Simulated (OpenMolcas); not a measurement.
**Hf³⁺ among point charges: CASSCF and CASPT2 levels and susceptibility**

Aim: the splitting of the states of Hf³⁺ in the field of 8 point charges, its lowest levels with spin-orbit coupling and its magnetic susceptibility.

Program: OpenMolcas 26.06. Level of theory: state-averaged CASSCF and CASPT2, spin-orbit coupling by RASSI with atomic mean-field integrals. These are calculated values, not measurements, unless marked.

### 1 The atom as given

| Property | Result |
| --- | --- |
| Species | Hf³⁺ (hafnium, Z = 72, 69 electrons) |
| Basis | ANO-RCC-VDZP [7s6p4d2f1g], 68 functions |
| Scalar Hamiltonian | DKH2, point nucleus |
| Inactive shells | 1s 2s 2p 3s 3p 3d 4s 4p 4d 4f 5s 5p |
| Active space | 1 electron in 5 orbitals (5d) |
| Some configurations of this space | 5d |
| Orbitals | optimised for each spin and parity, averaged over all roots |

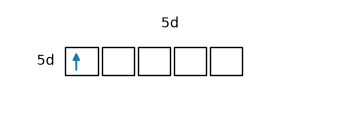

Outer shells as boxes.

The ion sits among 8 point charges of -0.96 e arranged as a cube (Oh), 1.84 Å from the ion.

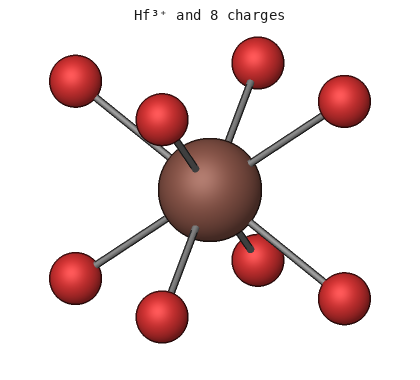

The ion and the point charges (red).

Each step is its own input file, run in one work folder so that later steps find the files of earlier ones. Labels, J, g values, rates, χT and fits are worked out afterwards by a script from the matrices that RASSI stores. The input lists half of the charges; inversion (Group=XYZ) makes the rest.

### 2 Basis and integrals

Contents of a.inp:

```
&GATEWAY
Coord
1

Hf 0.0 0.0 0.0
Basis=ANO-RCC-VDZP
Group=XYZ
NoMove
AngMom=0.0 0.0 0.0
AMFI
XField
4 Angstrom 0
1.062324 1.062324 1.062324 -0.960000
1.062324 1.062324 -1.062324 -0.960000
1.062324 -1.062324 1.062324 -0.960000
1.062324 -1.062324 -1.062324 -0.960000
&SEWARD
```

Started as:

```
OMP_NUM_THREADS=1 MOLCAS_MEM=1689 MOLCAS_PROJECT=a pymolcas a.inp > a.log
```

### 3 CASSCF: doublets of even parity, 5 roots

Contents of a.inp:

```
&RASSCF
FileOrb=start.orb
Symmetry=1
Spin=2
nActEl=1 0 0
Inactive=15 19
Ras2=5 0
CIRoot=5 5 1
SDav=5
CIMx=300
Iter=120 100
PrWF=0.3
OrbListing=Nothing
MaxOrb=0
>>> COPY $Project.JobIph JOB001
```

start.orb holds the contracted functions of the basis, ordered by shell, or the orbitals of the step before.

### 4 RASSI: spin-orbit coupling between the states

Contents of a.inp:

```
&RASSI
NrOfJobIphs=1 5
1 2 3 4 5
IphNames
JOB001
EJob
SpinOrbit
DIPRint=1.0
SOCoupling=1000.0
Subsets=2
Property=9
'ANGMOM' 1 'ANGMOM' 2 'ANGMOM' 3 'MLTPL  1' 1 'MLTPL  1' 2 'MLTPL  1' 3
'AMFI' 1 'AMFI' 2 'AMFI' 3
SOProperty=3
'ANGMOM' 1 'ANGMOM' 2 'ANGMOM' 3
```

### 5 CASPT2: IPEA 0.25, imaginary shift 0.1 (closed shells correlated: 4f 5s 5p)

Contents of a.inp:

```
>>> COPY JOB001 $Project.JobIph
&CASPT2
Multistate=5 1 2 3 4 5
NoMult
Frozen=14 9
IPEA=0.25
Imaginary=0.1
MaxIter=60
WThr=0.0 0.3 0.05
PrWF=0.5
NoMix
```

(Steps that only read results are left out.)

**Question.** What will these runs give? Wanted: spin-free ground state; first state of the same spin within the active space; lowest level; next level.

The runs gave:

| quantity | value |
| --- | --- |
| method | SS-CASPT2, IPEA 0.25, imaginary shift 0.1 (closed shells correlated: 4f 5s 5p) |
| spin-free ground state | 2E, 2-fold in its orbital part |
| first state of the same spin within the active space | 2T2 at 20100 cm⁻¹ |
| lowest level | 4-fold Γ8 |
| next level | 19522.3 cm⁻¹ |
| χT at 300 K | 0.29 cm³ K/mol |
| effective moment at 300 K | 1.51 μB |

Cost by method:

| method | time of its own steps | time with the reference |
| --- | --- | --- |
| A. CASSCF | 2.1 s | 2.1 s |
| B. SS-CASPT2, IPEA 0.25, imaginary shift 0.1, +4f 5s 5p | 0.97 s | 3.1 s |

Times are of one thread on a shared host.

In words: The spin-free ground state (2E) comes to 100 % from free-ion D terms and keeps the highest spin of the shell. χT at 300 K is 0.29, against 0.38 cm³ K/mol for the spin alone, so orbital moment lowers it. A ligand-field fit to the states below 45000 cm-1 gives 10Dq = -20073 cm-1, the gap between the two states. CASPT2 does not keep the components of a term degenerate, and the means are used. An orbital doublet at a regular site is open to a Jahn-Teller distortion, which this geometry leaves out. The field of point charges can differ much from that of real complexes. This is an electrostatic model: the charges have no orbitals.
